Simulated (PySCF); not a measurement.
# C3H7BO: the cost of one run

Computed with PySCF 2.14.0, with density-fitted response routines of our own, on a single molecule in the gas phase. Atoms are numbered from 0 throughout.

### 1 The starting structure

12 atoms, charge 0, multiplicity 1; geometry from: PBE0-D3(BJ)/def2-SVP.

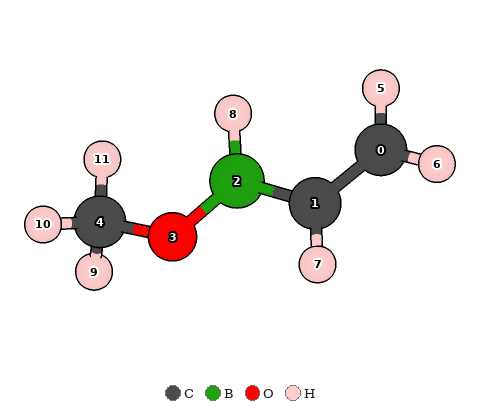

As it starts; carbon dark grey, boron green, oxygen red, hydrogen pink, atoms numbered.

### 2 Shielding tensors: HF/pcSseg-2

The job: settings as JSON, then the geometry in Å.

```
{"job": {"kind": "nmr", "xc": "HF", "basis": "pcSseg-2", "pop": false}, "charge": 0, "multiplicity": 1}
C      2.575821    -0.025413     0.155994
C      1.389893    -0.650996     0.196227
B      0.057796     0.139721     0.113539
O     -1.111854    -0.528633     0.152234
C     -2.360158     0.105622     0.073942
H      2.634061     1.065607     0.065926
H      3.532034    -0.557842     0.209346
H      1.374000    -1.744820     0.286077
H      0.053402     1.354396     0.012116
H     -2.910280    -0.272705    -0.801920
H     -2.948397    -0.128979     0.974824
H     -2.257440     1.200149    -0.012748
```

Method: GIAO HF/pcSseg-2 NMR shielding, non-relativistic, gas phase.

Launch:

```console
> OMP_NUM_THREADS=1 python probes_run.py task.json out
```

This one command runs all jobs of the session in turn.

**Question.** How long does this first job take on 1 thread of Arm Neoverse V1, shared host, and how much memory does it need?

About 14 s, with a peak of 0.94 GiB.
